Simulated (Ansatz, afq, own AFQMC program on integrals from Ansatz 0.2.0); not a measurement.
**BGeH3 (singlet): AFQMC on the coupled-cluster ladder at twist about Ge1–B2 = 180.0°, cc-pVDZ, part 1 of 2**

How near does AFQMC come to the top of the ladder for BGeH3 (singlet)?

The runs use Ansatz 0.2.0, Gaussian basis, and an in-house AFQMC program (afq) on its integrals; all values are calculated; cc-pVDZ, frozen cores.

The runs, in order: PBE (unrestricted); r2SCAN (unrestricted); PBE0 (unrestricted); B3LYP (unrestricted); wB97M-V (unrestricted); B2PLYP (unrestricted); CCSD(T) on RHF; CCSDT(Q) on RHF; Phaseless AFQMC, CISD trial on RHF; Phaseless AFQMC, single-determinant trial on RHF; UHF; CCSD(T) on UHF; CCSDT(Q) on UHF; Phaseless AFQMC, CISD trial on UHF; Phaseless AFQMC, single-determinant trial on UHF.

6 further runs of the same task are left out: 6 that didn't finish.

## Step 1: What is computed

The geometry derives from a PBE0/def2-TZVP stationary point (not a proven minimum). One half is turned about the bond named; the halves are rigid. No spin-orbit coupling is included. The filled d shell of Ge may be among the frozen orbitals whatever the setting's name suggests; the logs give the count.

5 atoms, charge 0, spin multiplicity 1.

Atoms are counted from 1 here; the program's logs count them from 0.

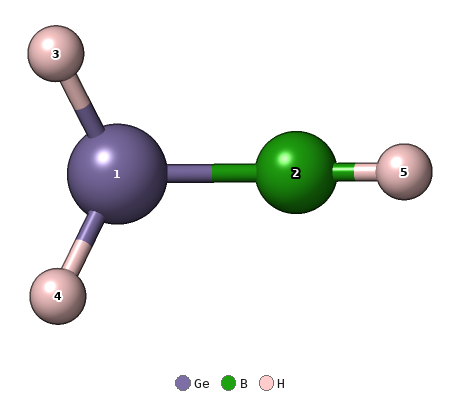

The geometry (germanium purple, boron green, hydrogen pink); atoms are numbered from 1 in the order of the file.

Coordinates:

```xyz
5
charge 0, multiplicity 1
Ge   -0.0384    0.0000    0.2527
B     0.1239    0.0000   -1.6278
H     0.4047    1.2770    0.9705
H     0.4047   -1.2770    0.9705
H     0.6313    0.0000   -2.6967
```

## Step 2: PBE (unrestricted)

in.yaml

```yaml
crystal:
  periodic: [false, false, false]
  atoms:
    - {symbol: Ge, position_ang: [-0.038435, 0.000000, 0.252749]}
    - {symbol: B, position_ang: [0.123915, -0.000001, -1.627788]}
    - {symbol: H, position_ang: [0.404742, 1.276988, 0.970523]}
    - {symbol: H, position_ang: [0.404742, -1.276987, 0.970524]}
    - {symbol: H, position_ang: [0.631335, -0.000001, -2.696712]}
basis:
  gaussian: {orbitals: cc-pVDZ}
magnetization: {spin_polarized: true, initial_magnetization: 0}
hamiltonian: {xc: {name: PBE}}
output: {orbitals: {seedname: orbitals}}
```

Launch:

```
$ ansatz run in.yaml --threads 1 --pin off --events-out ev --progress --plain --max-ram 1382MiB
```

The log of the run:

```text
Functional definition: PBE
  name "PBE"
  cite "Perdew, Burke & Ernzerhof, Phys. Rev. Lett. 77, 3865 (1996) doi:10.1103/PhysRevLett.77.3865"
  parent pbe
  parameter kappa = 0.804
  parameter beta = 0.06672455060314922
  exchange = pbe_x(kappa = kappa, mu = beta*pi^2/3)
  correlation = pbe_c(beta = beta)
703 factors; their error is unknown
mean field evaluation 1: about -57227.4083 eV, gradient 1.4e1 eV
mean field evaluation 2: about -57222.3468 eV, gradient 2.5e1 eV
mean field evaluation 4: about -57229.0674 eV, gradient 1.3e0 eV
mean field evaluation 8: about -57229.0810 eV, gradient 3.4e-2 eV
mean field evaluation 16: about -57229.0646 eV, gradient 2.0e-5 eV
mean field evaluation 32: about -57228.2116 eV, gradient 2.7e-2 eV
mean field evaluation 64: about -57228.3787 eV, gradient 3.3e0 eV
mean field -57229.06459681 eV, -2103.1293326794 hartree, gradient 5.7e-6 eV, S^2 0.000000; 8 other end points of the search recorded, 0 dependent functions left out
reference -57229.06462699 eV, -2103.1293337885 hartree; 20, 20 occupied and 36, 36 virtual orbitals, 703 factors
Total energy: -57229.06462699 eV, -2103.1293337885 hartree
```

Run time: 6 s. Hardware: 1 thread of Arm Neoverse V2, shared host.

From the report: ⟨S²⟩ of the determinant 0.000 (pure singlet: 0.00).

## Step 3: r2SCAN (unrestricted)

Edit in.yaml of step 2 so:

```diff
@@ -11,3 +11,2 @@
 magnetization: {spin_polarized: true, initial_magnetization: 0}
-hamiltonian: {xc: {name: PBE}}
-output: {orbitals: {seedname: orbitals}}
+hamiltonian: {xc: {name: r2SCAN}}
```

Launched as before.

The log of the run, cut to the lines that bear on the results:

```text
Functional definition: r2SCAN
  name "r2SCAN"
  cite "Furness, Kaplan, Ning, Perdew & Sun, J. Phys. Chem. Lett. 11, 8208 (2020) doi:10.1021/acs.jpclett.0c02405"
  cite "Furness, Kaplan, Ning, Perdew & Sun, J. Phys. Chem. Lett. 11, 9248 (2020) doi:10.1021/acs.jpclett.0c03077"
  parent r2scan
[...]
703 factors; their error is unknown
[...]
mean field -57238.12161754 eV, -2103.4621720524 hartree, gradient 6.7e-6 eV, S^2 0.090191; 11 other end points of the search recorded, 0 dependent functions left out
reference -57238.12162761 eV, -2103.4621724225 hartree; 20, 20 occupied and 36, 36 virtual orbitals, 703 factors
Total energy: -57238.12162761 eV, -2103.4621724225 hartree
```

Run time: 28 s. Hardware: 1 thread of Arm Neoverse V2, shared host.

From the report: ⟨S²⟩ of the determinant 0.090 (pure singlet: 0.00).

## Step 4: PBE0 (unrestricted)

Edit in.yaml of step 3 so:

```diff
@@ -11,2 +11,3 @@
 magnetization: {spin_polarized: true, initial_magnetization: 0}
-hamiltonian: {xc: {name: r2SCAN}}
+hamiltonian: {xc: {name: PBE0}}
+output: {orbitals: {seedname: orbitals}}
```

Launched as before.

The log of the run, cut to the lines that bear on the results:

```text
Functional definition: PBE0
  name "PBE0"
  cite "Adamo & Barone, J. Chem. Phys. 110, 6158 (1999) doi:10.1063/1.478522"
  cite "Perdew, Burke & Ernzerhof, Phys. Rev. Lett. 77, 3865 (1996) doi:10.1103/PhysRevLett.77.3865"
  parent pbe
[...]
590 factors; integrals over basis functions are off by at most 8.0e-4 eV
[...]
mean field -57230.73978336 eV, -2103.1908946496 hartree, gradient 6.8e-6 eV, S^2 0.000000; 2 other end points of the search recorded, 0 dependent functions left out
reference -57230.73980613 eV, -2103.1908954866 hartree; 20, 20 occupied and 36, 36 virtual orbitals, 590 factors
Total energy: -57230.73980613 eV, -2103.1908954866 hartree
```

It took 3.4 s on 1 thread of Arm Neoverse V2, shared host.

From the report: ⟨S²⟩ of the determinant 0.000 (pure singlet: 0.00).

## Step 5: B3LYP (unrestricted)

Edit in.yaml of step 4 so:

```diff
@@ -11,3 +11,2 @@
 magnetization: {spin_polarized: true, initial_magnetization: 0}
-hamiltonian: {xc: {name: PBE0}}
-output: {orbitals: {seedname: orbitals}}
+hamiltonian: {xc: {name: B3LYP}}
```

Same command.

The log of the run, cut to the lines that bear on the results:

```text
Functional definition: B3LYP
  name "B3LYP"
  cite "Stephens, Devlin, Chabalowski & Frisch, J. Phys. Chem. 98, 11623 (1994) doi:10.1021/j100096a001"
  cite "Becke, Phys. Rev. A 38, 3098 (1988) doi:10.1103/PhysRevA.38.3098"
  cite "Lee, Yang & Parr, Phys. Rev. B 37, 785 (1988) doi:10.1103/PhysRevB.37.785"
  cite "Vosko, Wilk & Nusair, Can. J. Phys. 58, 1200 (1980) doi:10.1139/p80-159"
[...]
590 factors; integrals over basis functions are off by at most 8.0e-4 eV
[...]
mean field -57240.45401780 eV, -2103.5478861808 hartree, gradient 5.9e-6 eV, S^2 0.000000; 2 other end points of the search recorded, 0 dependent functions left out
reference -57240.45423115 eV, -2103.5478940214 hartree; 20, 20 occupied and 36, 36 virtual orbitals, 590 factors
Total energy: -57240.45423115 eV, -2103.5478940214 hartree
```

Run time: 2.7 s. Hardware: 1 thread of Arm Neoverse V2, shared host.

From the report: ⟨S²⟩ of the determinant 0.000 (pure singlet: 0.00).

## Step 6: wB97M-V (unrestricted)

Edit in.yaml of step 5 so:

```diff
@@ -11,2 +11,3 @@
 magnetization: {spin_polarized: true, initial_magnetization: 0}
-hamiltonian: {xc: {name: B3LYP}}
+hamiltonian: {xc: {name: wB97M-V}}
+output: {orbitals: {seedname: orbitals}}
```

The command is unchanged.

The log of the run, cut to the lines that bear on the results:

```text
Functional definition: wB97M-V
  name "wB97M-V"
  cite "Mardirossian & Head-Gordon, J. Chem. Phys. 144, 214110 (2016) doi:10.1063/1.4952647"
  cite "Becke, J. Chem. Phys. 107, 8554 (1997) doi:10.1063/1.475007"
  cite "Vydrov & Van Voorhis, J. Chem. Phys. 133, 244103 (2010) doi:10.1063/1.3521275"
  # Of w^i u^j: cxij and so on, Table III.
[...]
  gx(w, u) = 1 - cx + cx01*u + cx10*w
  gss(w, u) = css00 + css04*u^4 + css10*w + css20*w^2 + css43*w^4*u^3
  gos(w, u) = cos00 + cos10*w + (cos20 + cos21*u)*w^2 + (cos60 + cos61*u)*w^6
[...]
      + integral(e_c_pw_mod_opposite_spin*gos(b97_w_opposite, b97_u_opposite)) + vv10(b, c)
590 factors; integrals over basis functions are off by at most 8.0e-4 eV
188 factors; integrals over basis functions are off by at most 8.4e-6 eV
[...]
mean field -57235.09457935 eV, -2103.3509304504 hartree, gradient 1.6e-6 eV, S^2 0.000000; 3 other end points of the search recorded, 0 dependent functions left out
reference -57235.09461547 eV, -2103.3509317781 hartree; 20, 20 occupied and 36, 36 virtual orbitals, 590 factors
Total energy: -57235.09461547 eV, -2103.3509317781 hartree
```

Run time: 12 s. Hardware: 1 thread of Arm Neoverse V2, shared host.

From the report: ⟨S²⟩ of the determinant 0.000 (pure singlet: 0.00).

## Step 7: B2PLYP (unrestricted)

Edit in.yaml of step 6 so:

```diff
@@ -11,3 +11,3 @@
 magnetization: {spin_polarized: true, initial_magnetization: 0}
-hamiltonian: {xc: {name: wB97M-V}}
-output: {orbitals: {seedname: orbitals}}
+hamiltonian: {xc: {name: B2PLYP}}
+correlation: {electrons: outside_noble_gas}
```

Launched as before.

The log of the run, cut to the lines that bear on the results:

```text
Functional definition: B2PLYP
  name "B2PLYP"
  cite "Grimme, J. Chem. Phys. 124, 034108 (2006) doi:10.1063/1.2148954"
  cite "Becke, Phys. Rev. A 38, 3098 (1988) doi:10.1103/PhysRevA.38.3098"
  cite "Lee, Yang & Parr, Phys. Rev. B 37, 785 (1988) doi:10.1103/PhysRevB.37.785"
[...]
590 factors; integrals over basis functions are off by at most 8.0e-4 eV
[...]
mean field -57224.95940462 eV, -2102.9784696493 hartree, gradient 4.0e-6 eV, S^2 0.277656; 6 other end points of the search recorded, 0 dependent functions left out
15 core orbitals not correlated: weight in the atoms' cores, before any rotation towards them, 0.999 or more for the frozen orbitals, at most 0.001 for the correlated occupied ones
reference -57224.95954228 eV, -2102.9784747081 hartree; 5, 5 occupied and 36, 36 virtual orbitals, 590 factors
second order -5.58770064 eV of doubles, -0.00000000 eV of singles
Total energy: -57226.46822146 eV, -2103.0339176451 hartree
```

Run time: 7 s. Hardware: 1 thread of Arm Neoverse V2, shared host.

From the report: ⟨S²⟩ of the determinant 0.278 (pure singlet: 0.00).

## Step 8: CCSD(T) on RHF

Edit in.yaml of step 7 so:

```diff
@@ -10,4 +10,3 @@
   gaussian: {orbitals: cc-pVDZ}
-magnetization: {spin_polarized: true, initial_magnetization: 0}
-hamiltonian: {xc: {name: B2PLYP}}
-correlation: {electrons: outside_noble_gas}
+magnetization: {spin_polarized: false}
+correlation: {method: ccsd_t, electrons: outside_noble_gas, hamiltonian_folder: ham}
```

Same command.

The log of the run, cut to the lines that bear on the results:

```text
Functional definition: HF
  name "HF"
  cite "Fock, Z. Phys. 61, 126 (1930) doi:10.1007/BF01340294"
  parent pbe
[...]
590 factors; integrals over basis functions are off by at most 8.0e-4 eV
[...]
mean field -57188.35816975 eV, -2101.6333990769 hartree, gradient 6.0e-6 eV, S^2 0.000000; 0 other end points of the search recorded, 0 dependent functions left out; unrestricted orbitals would lower it
15 core orbitals not correlated: weight in the atoms' cores, before any rotation towards them, 0.999 or more for the frozen orbitals, at most 0.000 for the correlated occupied ones
reference -57188.35816975 eV, -2101.6333990769 hartree; 5, 5 occupied and 36, 36 virtual orbitals, 590 factors
second order -4.68791543 eV of doubles, -0.00000000 eV of singles
cycle   1  -5.38335321 eV  change   -7.0e-1 eV  update   8.3e-2
[...]
cycle  10  -5.73741058 eV  change    1.3e-6 eV  update   1.0e-5
perturbative correction -0.22832318 eV, -0.0083907220 hartree
Total energy: -57194.32390351 eV, -2101.8526357489 hartree
```

Wall time 0.97 s (1 thread of Arm Neoverse V2, shared host).

From the report: correlation -5.9657 eV; T1 0.019; largest double amplitude 0.20.

This run also writes the integrals to the folder ham.

## Step 9: CCSDT(Q) on RHF

Edit in.yaml of step 8 so:

```diff
@@ -11,2 +11,2 @@
 magnetization: {spin_polarized: false}
-correlation: {method: ccsd_t, electrons: outside_noble_gas, hamiltonian_folder: ham}
+correlation: {method: ccsdt_q, electrons: outside_noble_gas}
```

The command is unchanged.

The log of the run, cut to the lines that bear on the results:

```text
Functional definition: HF
  name "HF"
  cite "Fock, Z. Phys. 61, 126 (1930) doi:10.1007/BF01340294"
  parent pbe
[...]
1079 factors; integrals over basis functions are off by at most 1.6e-7 eV
[...]
mean field -57188.35827102 eV, -2101.6334027984 hartree, gradient 7.5e-6 eV, S^2 0.000000; 0 other end points of the search recorded, 0 dependent functions left out; unrestricted orbitals would lower it
15 core orbitals not correlated: weight in the atoms' cores, before any rotation towards them, 0.999 or more for the frozen orbitals, at most 0.000 for the correlated occupied ones
reference -57188.35827102 eV, -2101.6334027984 hartree; 5, 5 occupied and 36, 36 virtual orbitals, 1079 factors
second order -4.68795111 eV of doubles, -0.00000000 eV of singles
cycle   1  -5.38335546 eV  change   -7.0e-1 eV  update   9.4e-2
[...]
cycle  17  -6.00462058 eV  change    5.3e-7 eV  update   5.0e-7
perturbative correction -0.01543978 eV, -0.0005674016 hartree
Total energy: -57194.37833138 eV, -2101.8546359363 hartree
```

It took 6.5 s on 1 thread of Arm Neoverse V2, shared host.

From the report: correlation -6.0201 eV; T1 0.020; largest double amplitude 0.23.

## Step 10: Phaseless AFQMC, CISD trial on RHF

It reads the integrals that the CCSD(T) run on this determinant wrote.

Launch:

```
$ afq ham --method phaseless --trial cisd --walkers 60 --populations 1 --least-time 40 --time-step 0.005 --steps-per-block 50 --equilibration-blocks 40 --max-blocks 300 --target-error 0.00076 --factor-cut 1e-05 --seed 3141 --release-times 0.24,0.51,0.99,1.62,2.4 --release-step 0.03 --release-every 4 --taylor-order 6
```

The log of the run:

```text
orbitals 41  electrons 5 5  factors 336 of 590
reference energy -2101.63339908 Eh
CCSD correlation -0.21084582 Eh in 12 cycles, weight of the determinant in the CISD state 0.8499
energy of the start -2101.844245 Eh
 block  time / (1/Eh)  mean weight  energy / Eh
     1     0.250  0.9992  -2101.840798
     2     0.500  1.0017  -2101.841980
     3     0.750  1.0005  -2101.845044
     4     1.000  1.0013  -2101.847017
     5     1.250  1.0004  -2101.849062
     6     1.500  0.9993  -2101.854404
     7     1.750  1.0000  -2101.854562
     8     2.000  1.0001  -2101.854974
     9     2.250  1.0007  -2101.852454
    10     2.500  1.0004  -2101.853744
    11     2.750  1.0015  -2101.861402
    16     4.000  0.9987  -2101.850191
    21     5.250  1.0016  -2101.849459
    26     6.500  1.0002  -2101.857078
    31     7.750  0.9998  -2101.856348
    36     9.000  1.0009  -2101.851273
    41    10.250  0.9999  -2101.852717
    46    11.500  1.0013  -2101.850528
    51    12.750  1.0030  -2101.847884
    56    14.000  0.9996  -2101.854888
    61    15.250  0.9998  -2101.853368
    66    16.500  0.9985  -2101.848544
    71    17.750  1.0002  -2101.854971
    76    19.000  1.0010  -2101.859083
    81    20.250  1.0000  -2101.848316
    86    21.500  0.9992  -2101.853816
    91    22.750  1.0022  -2101.851718
    96    24.000  0.9989  -2101.852364
   101    25.250  0.9993  -2101.850674
   106    26.500  1.0005  -2101.857398
   111    27.750  0.9976  -2101.853214
   116    29.000  0.9979  -2101.850811
   121    30.250  0.9989  -2101.856501
   126    31.500  0.9983  -2101.851056
   131    32.750  1.0017  -2101.851239
   136    34.000  0.9995  -2101.853757
   141    35.250  0.9992  -2101.846383
   146    36.500  0.9989  -2101.853816
   151    37.750  1.0005  -2101.853878
   156    39.000  1.0018  -2101.854303
   161    40.250  0.9988  -2101.853557
   166    41.500  1.0007  -2101.853882
   171    42.750  1.0005  -2101.851763
   176    44.000  1.0018  -2101.847901
   181    45.250  1.0003  -2101.853763
   186    46.500  0.9985  -2101.854792
   191    47.750  0.9999  -2101.851669
   196    49.000  1.0002  -2101.859263
blocks merged  error / Eh  count
     1  0.000254  160
     2  0.000319  80
     4  0.000382  40
     8  0.000428  20
    16  0.000402  10
released: time / (1/Eh)  energy / Eh  error  mean overlap
  0.24  -2101.853041  0.000574  0.9916
  0.51  -2101.854122  0.000543  0.9847
  0.99  -2101.854468  0.000478  0.9794
  1.62  -2101.854810  0.000649  0.9955
  2.40  -2101.853865  0.000717  1.0208
energy -2101.852518 +/- 0.000428 Eh
```

Run time: 2.1 min. Hardware: 1 thread of Arm Neoverse V2, shared host.

Energy -57194.3207 ± 0.0117 eV. Caveats: constraint bias not in the error.

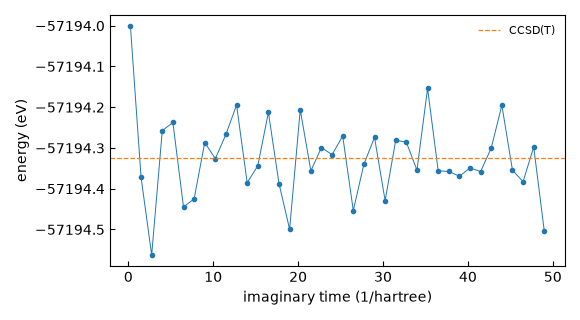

Block energies along the walk.

## Step 11: Phaseless AFQMC, single-determinant trial on RHF

It reads the integrals that the CCSD(T) run on this determinant wrote.

Launch:

```
$ afq ham --method phaseless --trial hf --walkers 120 --populations 1 --least-time 40 --time-step 0.005 --steps-per-block 20 --equilibration-blocks 160 --max-blocks 600 --target-error 0.00228 --factor-cut 1e-05 --seed 6973 --taylor-order 6
```

The log of the run:

```text
orbitals 41  electrons 5 5  factors 336 of 590
reference energy -2101.63339908 Eh
CCSD correlation -0.21084582 Eh in 12 cycles, weight of the determinant in the CISD state 0.8499
energy of the start -2101.633399 Eh
 block  time / (1/Eh)  mean weight  energy / Eh
     1     0.100  1.0006  -2101.665907
     2     0.200  1.0008  -2101.696598
     3     0.300  1.0022  -2101.721098
     4     0.400  1.0037  -2101.734784
     5     0.500  1.0004  -2101.759208
     6     0.600  1.0004  -2101.774600
     7     0.700  0.9995  -2101.780358
     8     0.800  1.0008  -2101.784626
     9     0.900  1.0006  -2101.788401
    10     1.000  1.0004  -2101.794799
    19     1.900  1.0010  -2101.829902
    37     3.700  1.0021  -2101.842765
    55     5.500  1.0012  -2101.858781
    73     7.300  0.9984  -2101.900276
    91     9.100  0.9984  -2101.841823
   109    10.900  1.0017  -2101.852694
   127    12.700  0.9991  -2101.825843
   145    14.500  0.9991  -2101.857567
   163    16.300  0.9987  -2101.838466
   181    18.100  0.9987  -2101.866000
   199    19.900  1.0009  -2101.844495
   217    21.700  0.9974  -2101.896597
   235    23.500  1.0019  -2101.880093
   253    25.300  0.9990  -2101.865845
   271    27.100  0.9997  -2101.844398
   289    28.900  0.9997  -2101.859869
   307    30.700  1.0003  -2101.861301
   325    32.500  1.0000  -2101.858208
   343    34.300  1.0005  -2101.880626
   361    36.100  1.0011  -2101.830841
   379    37.900  1.0004  -2101.844936
   397    39.700  1.0001  -2101.831281
   415    41.500  1.0009  -2101.845257
   433    43.300  0.9991  -2101.858396
   451    45.100  1.0008  -2101.850602
   469    46.900  1.0006  -2101.861689
   487    48.700  0.9993  -2101.852878
   505    50.500  0.9996  -2101.834898
   523    52.300  1.0002  -2101.871082
   541    54.100  0.9997  -2101.867994
   559    55.900  0.9989  -2101.856757
   577    57.700  1.0006  -2101.830188
   595    59.500  0.9987  -2101.867812
   613    61.300  0.9994  -2101.834540
   631    63.100  1.0000  -2101.915105
   649    64.900  1.0003  -2101.839427
   667    66.700  1.0009  -2101.843298
   685    68.500  1.0018  -2101.853487
   703    70.300  1.0009  -2101.853014
   721    72.100  0.9996  -2101.846041
blocks merged  error / Eh  count
     1  0.000760  570
     2  0.001027  285
     4  0.001349  142
     8  0.001728  71
    16  0.002043  35
    32  0.002211  17
    64  0.002508  8
energy -2101.857413 +/- 0.002211 Eh
```

It took 2.6 min on 1 thread of Arm Neoverse V2, shared host.

Energy -57194.4539 ± 0.0602 eV. Caveats: constraint bias not in the error.

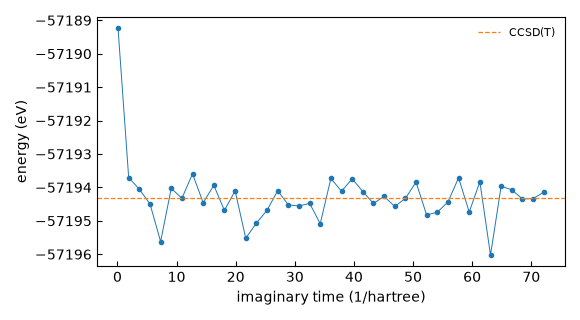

Block energies along the walk.

## Step 12: UHF

Edit in.yaml of step 9 so:

```diff
@@ -10,3 +10,4 @@
   gaussian: {orbitals: cc-pVDZ}
-magnetization: {spin_polarized: false}
-correlation: {method: ccsdt_q, electrons: outside_noble_gas}
+magnetization: {spin_polarized: true, initial_magnetization: 0}
+hamiltonian: {xc: hf}
+output: {orbitals: {seedname: orbitals}}
```

Launch:

```
$ ansatz run in.yaml --threads 1 --pin off --events-out ev --progress --plain --max-ram 1382MiB
```

The log of the run:

```text
Functional definition: HF
  name "HF"
  cite "Fock, Z. Phys. 61, 126 (1930) doi:10.1007/BF01340294"
  parent pbe
  exchange = exact_x
  correlation = 0
590 factors; integrals over basis functions are off by at most 8.0e-4 eV
mean field evaluation 1: about -57187.3818 eV, gradient 8.5e0 eV
mean field evaluation 2: about -57187.4010 eV, gradient 8.5e0 eV
mean field evaluation 4: about -57188.3320 eV, gradient 1.2e0 eV
mean field evaluation 8: about -57188.3582 eV, gradient 1.1e-3 eV
mean field evaluation 16: about -57188.7170 eV, gradient 2.2e-1 eV
mean field evaluation 32: about -57188.7198 eV, gradient 3.8e-3 eV
mean field evaluation 64: about -57188.3213 eV, gradient 3.5e-1 eV
mean field evaluation 96: about -57188.3580 eV, gradient 4.5e-1 eV
mean field -57188.71983879 eV, -2101.6466901690 hartree, gradient 1.2e-5 eV, S^2 0.637024; 7 other end points of the search recorded, 0 dependent functions left out
reference -57188.71983879 eV, -2101.6466901690 hartree; 20, 20 occupied and 36, 36 virtual orbitals, 590 factors
Total energy: -57188.71983879 eV, -2101.6466901690 hartree
```

Wall time 2.2 s (1 thread of Arm Neoverse V2, shared host).

From the report: ⟨S²⟩ of the determinant 0.637 (pure singlet: 0.00). The determinant is far from a pure spin state, so its energy mixes those of several spin states (harmless only where they are near-degenerate, as at dissociation).

(Continued in part 2 of 2.)
